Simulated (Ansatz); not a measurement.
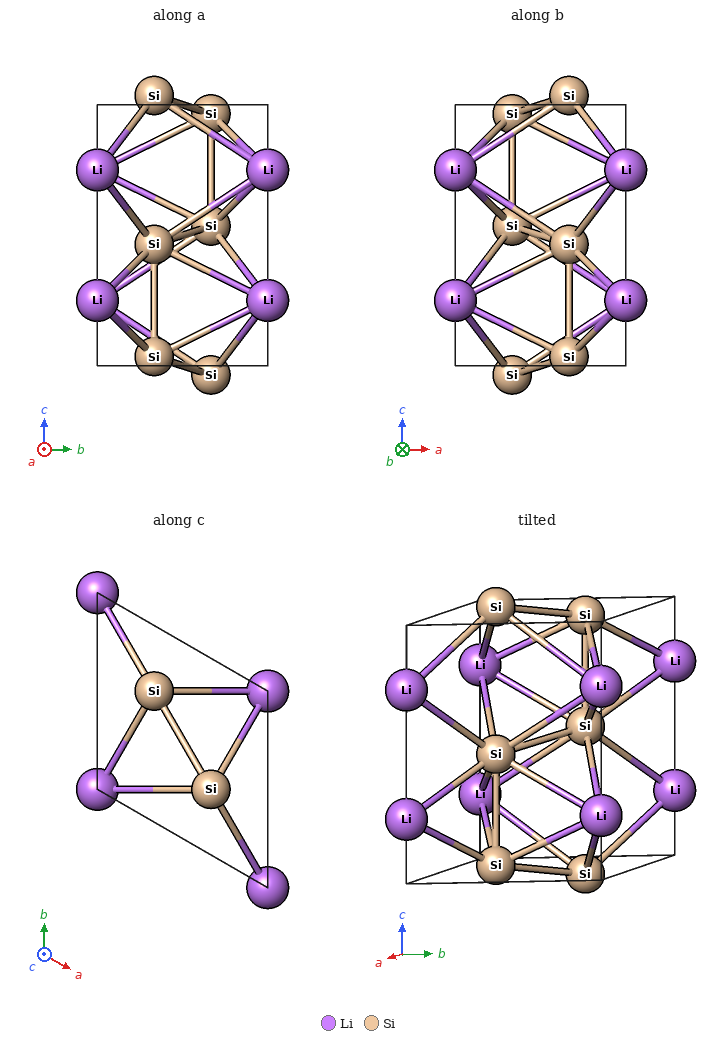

View along the a axis, along the b axis, along the c axis and slightly off an axis, drawn as a ball-and-stick model. The parallelepiped is the conventional unit cell.

Lattice parameters: a = 4.2773 Å, b = 4.2773 Å, c = 5.6778 Å, α = 90.000°, β = 90.000°, γ = 120.000°.

### Record the structure as a CIF in P1 with every atom of the cell, with free fractional coordinates to two decimals.

```cif
data_structure
_symmetry_space_group_name_H-M 'P 1'
_symmetry_Int_Tables_number 1
_cell_length_a 4.2773
_cell_length_b 4.2773
_cell_length_c 5.6778
_cell_angle_alpha 90.000
_cell_angle_beta 90.000
_cell_angle_gamma 120.000
_cell_volume 89.96
loop_
_atom_site_label
_atom_site_type_symbol
_atom_site_fract_x
_atom_site_fract_y
_atom_site_fract_z
_atom_site_occupancy
Li1 Li 0.00 0.00 0.25 1
Li2 Li 0.00 0.00 0.75 1
Si1 Si 0.6667 0.3333 0.04 1
Si2 Si 0.3333 0.6667 0.54 1
Si3 Si 0.6667 0.3333 0.46 1
Si4 Si 0.3333 0.6667 0.96 1
```

Starting structure: a structure type filled with these elements by a generator (whether the compound takes this form wasn't checked). Atoms and cell were optimised with DFT PBE, scalar-relativistic, plane waves, PAW in Ansatz.
